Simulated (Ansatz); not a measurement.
# F− with Si₂H₆: superposition error and deformation, part 2 of 2

Ansatz 0.2.0, Gaussian basis.

### 11 B3LYP-D4/def2-TZVPPD

Input file free-b/in.yaml:

```yaml
crystal:
  periodic: [false, false, false]
  atoms:
    - {symbol: Si, position_ang: [0.136505, 1.099117, 0.705493]}
    - {symbol: Si, position_ang: [0.010240, -1.056539, -0.191192]}
    - {symbol: H, position_ang: [1.518008, 1.376341, 1.182480]}
    - {symbol: H, position_ang: [-0.224246, 2.110780, -0.323734]}
    - {symbol: H, position_ang: [-0.799674, 1.232842, 1.853799]}
    - {symbol: H, position_ang: [0.372412, -2.062465, 0.843160]}
    - {symbol: H, position_ang: [0.946856, -1.194679, -1.338630]}
    - {symbol: H, position_ang: [-1.370796, -1.338371, -0.666856]}
basis:
  gaussian: {orbitals: "def2-TZVPPD.json"}
hamiltonian: {xc: {name: B3LYP}, dispersion: d4}
```

Run with:

```
> ansatz run in.yaml --threads 4 --pin off --events-out ev --progress --plain --max-ram 9574MiB
```

What it wrote:

```text
Functional definition: B3LYP
  name "B3LYP"
  cite "Stephens, Devlin, Chabalowski & Frisch, J. Phys. Chem. 98, 11623 (1994) doi:10.1021/j100096a001"
  cite "Becke, Phys. Rev. A 38, 3098 (1988) doi:10.1103/PhysRevA.38.3098"
  cite "Lee, Yang & Parr, Phys. Rev. B 37, 785 (1988) doi:10.1103/PhysRevB.37.785"
  cite "Vosko, Wilk & Nusair, Can. J. Phys. 58, 1200 (1980) doi:10.1139/p80-159"
  parameter a0 = 0.2
  parameter ax = 0.72
  parameter ac = 0.81
  exchange = (1 - a0 - ax)*slater_x + ax*b88_x + a0*exact_x
  correlation = (1 - ac)*vwn_rpa_c + ac*lyp_c
984 factors; their error is unknown
mean field evaluation 1: about -15853.8495 eV, gradient 1.4e1 eV
mean field evaluation 2: about -15854.4134 eV, gradient 6.3e0 eV
mean field evaluation 4: about -15854.5356 eV, gradient 3.0e-1 eV
mean field evaluation 8: about -15854.5513 eV, gradient 3.2e-3 eV
mean field -15854.55127673 eV, -582.6440128191 hartree, gradient 3.1e-5 eV, S^2 0.000000; 0 other end points of the search recorded, 0 dependent functions left out
reference -15854.55154905 eV, -582.6440228264 hartree; 17, 17 occupied and 181, 181 virtual orbitals, 984 factors
Total energy: -15854.76244732 eV, -582.6517731949 hartree
```

Run time: 1.8 s. Hardware: 4 threads of Arm Neoverse V1, shared host.

### 12 wB97X-V/def2-TZVPPD

free-b/in.yaml, as its differences from that of step 11:

```diff
@@ -13,2 +13,2 @@
   gaussian: {orbitals: "def2-TZVPPD.json"}
-hamiltonian: {xc: {name: B3LYP}, dispersion: d4}
+hamiltonian: {xc: {name: wB97X-V}}
```

Run with:

```
> ansatz run in.yaml --threads 4 --pin off --events-out ev --progress --plain --max-ram 9574MiB
```

What it wrote (excerpt; [...] marks lines left out):

```text
[... 5 set-up lines as earlier in the session ...]
[...]
      + integral(e_c_pw_opposite_spin*poly(b97_u_opposite, cos0, cos1)) + vv10(b, c)
984 factors; their error is unknown
296 factors; integrals over basis functions are off by at most 1.9e-5 eV
[...]
mean field -15850.64583949 eV, -582.5004906478 hartree, gradient 6.0e-5 eV, S^2 0.000000; 0 other end points of the search recorded, 0 dependent functions left out
reference -15850.64583718 eV, -582.5004905628 hartree; 17, 17 occupied and 181, 181 virtual orbitals, 984 factors
Total energy: -15850.64583718 eV, -582.5004905628 hartree
```

It took 4.3 s on 4 threads of Arm Neoverse V1, shared host; peak memory 0.51 GiB.

### 13 wB97M-V/def2-TZVPPD

free-b/in.yaml, as its differences from that of step 12:

```diff
@@ -13,2 +13,2 @@
   gaussian: {orbitals: "def2-TZVPPD.json"}
-hamiltonian: {xc: {name: wB97X-V}}
+hamiltonian: {xc: {name: wB97M-V}}
```

Run with:

```
> ansatz run in.yaml --threads 4 --pin off --events-out ev --progress --plain --max-ram 9574MiB
```

What it wrote (excerpt; [...] marks lines left out):

```text
[... 5 set-up lines as earlier in the session ...]
  # Of w^i u^j: cxij and so on, Table III.
[...]
  gx(w, u) = 1 - cx + cx01*u + cx10*w
  gss(w, u) = css00 + css04*u^4 + css10*w + css20*w^2 + css43*w^4*u^3
  gos(w, u) = cos00 + cos10*w + (cos20 + cos21*u)*w^2 + (cos60 + cos61*u)*w^6
[...]
      + integral(e_c_pw_mod_opposite_spin*gos(b97_w_opposite, b97_u_opposite)) + vv10(b, c)
974 factors; their error is unknown
296 factors; integrals over basis functions are off by at most 1.9e-5 eV
[...]
mean field -15851.24658034 eV, -582.5225674667 hartree, gradient 1.8e-5 eV, S^2 0.000000; 0 other end points of the search recorded, 0 dependent functions left out
reference -15851.24663824 eV, -582.5225695943 hartree; 17, 17 occupied and 181, 181 virtual orbitals, 974 factors
Total energy: -15851.24663824 eV, -582.5225695943 hartree
```

Run time: 4.9 s. Hardware: 4 threads of Arm Neoverse V1, shared host; peak memory 0.53 GiB.

### 14 B2PLYP/def2-TZVPPD

free-b/in.yaml, as its differences from that of step 13:

```diff
@@ -13,2 +13,2 @@
   gaussian: {orbitals: "def2-TZVPPD.json"}
-hamiltonian: {xc: {name: wB97M-V}}
+hamiltonian: {xc: {name: B2PLYP}}
```

Run with:

```
> ansatz run in.yaml --threads 4 --pin off --events-out ev --progress --plain --max-ram 9574MiB
```

What it wrote (excerpt; [...] marks lines left out):

```text
[... 5 set-up lines as earlier in the session ...]
[...]
1086 factors; integrals over basis functions are off by at most 5.9e-4 eV
[...]
mean field -15843.86705688 eV, -582.2513749817 hartree, gradient 3.4e-6 eV, S^2 0.000000; 0 other end points of the search recorded, 0 dependent functions left out
10 core orbitals not correlated: weight in the atoms' cores, before any rotation towards them, 1.000 or more for the frozen orbitals, at most 0.000 for the correlated occupied ones
reference -15843.86722977 eV, -582.2513813349 hartree; 7, 7 occupied and 181, 181 virtual orbitals, 1086 factors
second order -8.94827992 eV of doubles, -0.00000000 eV of singles
Total energy: -15846.28326534 eV, -582.3401690048 hartree
```

It took 2.7 s on 4 threads of Arm Neoverse V1, shared host.

### 15 BLYP-D4/def2-TZVPPD

free-b/in.yaml, as its differences from that of step 14:

```diff
@@ -13,2 +13,2 @@
   gaussian: {orbitals: "def2-TZVPPD.json"}
-hamiltonian: {xc: {name: B2PLYP}}
+hamiltonian: {xc: {name: BLYP}, dispersion: d4}
```

Run with:

```
> ansatz run in.yaml --threads 4 --pin off --events-out ev --progress --plain --max-ram 9574MiB
```

What it wrote:

```text
Functional definition: BLYP
  name "BLYP"
[... 2 set-up lines as earlier in the session ...]
  parameter beta = 0.0042
  parameter a = 0.04918
  parameter b = 0.132
  parameter c = 0.2533
  parameter d = 0.349
  exchange = b88_x(beta = beta)
  correlation = lyp_c(a = a, b = b, c = c, d = d)
964 factors; their error is unknown
mean field evaluation 1: about -15850.9948 eV, gradient 2.0e1 eV
mean field evaluation 2: about -15852.1234 eV, gradient 1.1e1 eV
mean field evaluation 4: about -15852.6005 eV, gradient 5.6e-1 eV
mean field evaluation 8: about -15852.5692 eV, gradient 3.9e-1 eV
mean field evaluation 16: about -15852.5694 eV, gradient 3.4e-5 eV
mean field -15852.56935065 eV, -582.5711783788 hartree, gradient 3.4e-5 eV, S^2 0.000000; 0 other end points of the search recorded, 0 dependent functions left out
reference -15852.56972041 eV, -582.5711919675 hartree; 17, 17 occupied and 181, 181 virtual orbitals, 964 factors
Total energy: -15852.85381050 eV, -582.5816320856 hartree
```

Wall time 1.5 s (4 threads of Arm Neoverse V1, shared host).

### 16 revPBE-D4/def2-TZVPPD

free-b/in.yaml, as its differences from that of step 15:

```diff
@@ -13,2 +13,2 @@
   gaussian: {orbitals: "def2-TZVPPD.json"}
-hamiltonian: {xc: {name: BLYP}, dispersion: d4}
+hamiltonian: {xc: {name: revPBE}, dispersion: d4}
```

Run with:

```
> ansatz run in.yaml --threads 4 --pin off --events-out ev --progress --plain --max-ram 9574MiB
```

What it wrote (excerpt; [...] marks lines left out):

```text
Functional definition: revPBE
  name "revPBE"
  cite "Zhang & Yang, Phys. Rev. Lett. 80, 890 (1998) doi:10.1103/PhysRevLett.80.890"
[... 1 set-up line as earlier in the session ...]
  parameter kappa = 1.245
[... 3 set-up lines as earlier in the session ...]
964 factors; their error is unknown
mean field evaluation 1: about -15848.6068 eV, gradient 1.7e1 eV
mean field evaluation 2: about -15849.5523 eV, gradient 8.9e0 eV
mean field evaluation 4: about -15849.8550 eV, gradient 4.9e-1 eV
mean field evaluation 8: about -15849.8248 eV, gradient 3.7e-1 eV
mean field -15849.82495683 eV, -582.4703237664 hartree, gradient 7.0e-5 eV, S^2 0.000000; 0 other end points of the search recorded, 0 dependent functions left out
reference -15849.82501610 eV, -582.4703259445 hartree; 17, 17 occupied and 181, 181 virtual orbitals, 964 factors
Total energy: -15850.20055895 eV, -582.4841268896 hartree
```

Wall time 1.2 s (4 threads of Arm Neoverse V1, shared host).

### 17 B97M-V/def2-TZVPPD

free-b/in.yaml, as its differences from that of step 16:

```diff
@@ -13,2 +13,2 @@
   gaussian: {orbitals: "def2-TZVPPD.json"}
-hamiltonian: {xc: {name: revPBE}, dispersion: d4}
+hamiltonian: {xc: {name: B97M-V}}
```

Run with:

```
> ansatz run in.yaml --threads 4 --pin off --events-out ev --progress --plain --max-ram 9574MiB
```

What it wrote (excerpt; [...] marks lines left out):

```text
[... 5 set-up lines as earlier in the session ...]
  # Of w^i u^j: cxij and so on, Table III.
[...]
  gx(w, u) = cx00 + cx01*u + cx02*u^2 + (cx10 + cx11*u)*w
  gss(w, u) = css00 + css02*u^2 + css10*w + (css32*w^3 + css42*w^4)*u^2
  gos(w, u) = cos00 + cos01*u + cos03*u^3 + cos10*w + cos32*w^3*u^2
[...]
      + integral(e_c_pw_mod_opposite_spin*gos(b97_w_opposite, b97_u_opposite)) + vv10(b, c)
964 factors; their error is unknown
[...]
mean field -15849.09968204 eV, -582.4436704094 hartree, gradient 1.9e-5 eV, S^2 0.000000; 0 other end points of the search recorded, 0 dependent functions left out
reference -15849.09975101 eV, -582.4436729440 hartree; 17, 17 occupied and 181, 181 virtual orbitals, 964 factors
Total energy: -15849.09975101 eV, -582.4436729440 hartree
```

It took 5.5 s on 4 threads of Arm Neoverse V1, shared host.

### 18 HSE06-D4/def2-TZVPPD

free-b/in.yaml, as its differences from that of step 17:

```diff
@@ -13,2 +13,2 @@
   gaussian: {orbitals: "def2-TZVPPD.json"}
-hamiltonian: {xc: {name: B97M-V}}
+hamiltonian: {xc: hse06, dispersion: d4}
```

Run with:

```
> ansatz run in.yaml --threads 4 --pin off --events-out ev --progress --plain --max-ram 9574MiB
```

What it wrote (excerpt; [...] marks lines left out):

```text
Functional definition: HSE06
  name "HSE06"
  cite "Heyd, Scuseria & Ernzerhof, J. Chem. Phys. 118, 8207 (2003) doi:10.1063/1.1564060"
  cite "Krukau, Vydrov, Izmaylov & Scuseria, J. Chem. Phys. 125, 224106 (2006) doi:10.1063/1.2404663"
  cite "Heyd & Scuseria, J. Chem. Phys. 120, 7274 (2004) doi:10.1063/1.1668634"
  cite "Ernzerhof & Perdew, J. Chem. Phys. 109, 3313 (1998) doi:10.1063/1.476928"
[... 2 set-up lines as earlier in the session ...]
[...]
  # The whole range is PBE's own exchange, as in plane waves. The composition of these papers is wPBEh.
[...]
998 factors; their error is unknown
108 factors; integrals over basis functions are off by at most 4.0e-6 eV
[...]
mean field -15845.87470280 eV, -582.3251546083 hartree, gradient 6.2e-5 eV, S^2 0.000000; 0 other end points of the search recorded, 0 dependent functions left out
reference -15845.87474804 eV, -582.3251562707 hartree; 17, 17 occupied and 181, 181 virtual orbitals, 998 factors
Total energy: -15845.97723120 eV, -582.3289224575 hartree
```

Wall time 1.8 s (4 threads of Arm Neoverse V1, shared host).

### 19 CCSD(T)/def2-TZVPPD

free-b/in.yaml, as its differences from that of step 18:

```diff
@@ -13,2 +13,2 @@
   gaussian: {orbitals: "def2-TZVPPD.json"}
-hamiltonian: {xc: hse06, dispersion: d4}
+correlation: {method: ccsd_t}
```

Run with:

```
> ansatz run in.yaml --threads 4 --pin off --events-out ev --progress --plain --max-ram 9574MiB
```

What it wrote (excerpt; [...] marks lines left out):

```text
[... 4 set-up lines as earlier in the session ...]
[...]
1086 factors; integrals over basis functions are off by at most 5.9e-4 eV
[...]
mean field -15819.76718584 eV, -581.3657210563 hartree, gradient 8.5e-6 eV, S^2 0.000000; 0 other end points of the search recorded, 0 dependent functions left out
10 core orbitals not correlated: weight in the atoms' cores, before any rotation towards them, 1.000 or more for the frozen orbitals, at most 0.000 for the correlated occupied ones
reference -15819.76718584 eV, -581.3657210563 hartree; 7, 7 occupied and 181, 181 virtual orbitals, 1086 factors
second order -7.24443242 eV of doubles, -0.00000000 eV of singles
cycle   1  -8.23855204 eV  change   -9.9e-1 eV  update   7.5e-2
[...]
cycle   8  -8.61293097 eV  change   -1.1e-5 eV  update   1.3e-5
perturbative correction -0.25928005 eV, -0.0095283659 hartree
Total energy: -15828.63939686 eV, -581.6917687975 hartree
```

Run time: 17 s. Hardware: 4 threads of Arm Neoverse V1, shared host; peak memory 2.1 GiB.

### 20 The split

| method | interaction with counterpoise (kcal/mol) | without | superposition error | deformation | binding energy |
| --- | --- | --- | --- | --- | --- |
| PBE-D4 | -65.16 | -65.47 | 0.31 | 18.78 | -46.38 |
| revPBE-D4 | -64.20 | -64.54 | 0.34 | 18.90 | -45.30 |
| BLYP-D4 | -62.25 | -62.60 | 0.34 | 20.20 | -42.05 |
| r2SCAN-D4 | -70.07 | -70.26 | 0.18 | 20.72 | -49.36 |
| B97M-V | -72.64 | -72.81 | 0.17 | 20.62 | -52.02 |
| PBE0-D4 | -69.86 | -70.02 | 0.16 | 21.15 | -48.71 |
| B3LYP-D4 | -66.87 | -67.08 | 0.20 | 22.11 | -44.76 |
| HSE06-D4 | -69.85 | -70.01 | 0.15 | 21.10 | -48.76 |
| wB97X-V | -68.62 | -68.76 | 0.15 | 22.88 | -45.74 |
| wB97M-V | -70.02 | -70.15 | 0.13 | 22.20 | -47.82 |
| B2PLYP | -65.61 | -66.33 | 0.72 | 23.01 | -42.60 |
| Hartree-Fock | -70.16 | -70.27 | 0.11 | 27.59 | -42.57 |
| MP2 | -66.70 | -68.74 | 2.04 | 23.65 | -43.05 |
| CCSD | -67.54 | -69.38 | 1.84 | 23.36 | -44.18 |
| CCSD(T) | -66.89 | -68.93 | 2.03 | 22.57 | -44.32 |

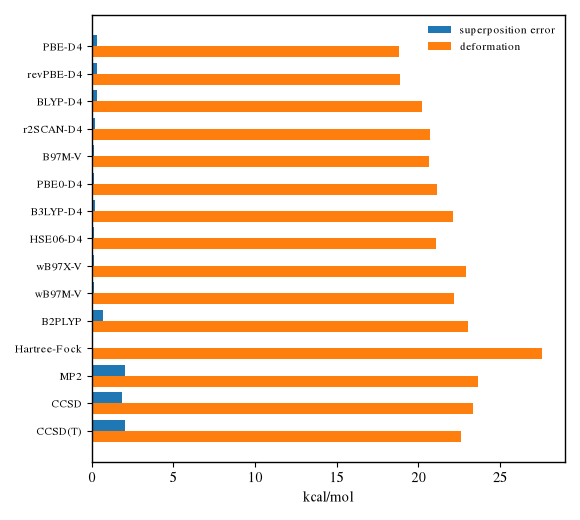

Superposition error and deformation energy by method.

### 21 Results

What follows sums up all 2 parts.

```
            quantity            value
interaction, CCSD(T)  -66.89 kcal/mol
 superposition error    2.03 kcal/mol
         deformation   22.57 kcal/mol
      binding energy  -44.32 kcal/mol
```

What this shows: In this basis the superposition error is 2.03 kcal/mol for CCSD(T) and 0.22 kcal/mol on average for the plain functionals: correlated methods borrow far more, since they need many more functions to converge. Deformation takes back 34 % of the interaction.
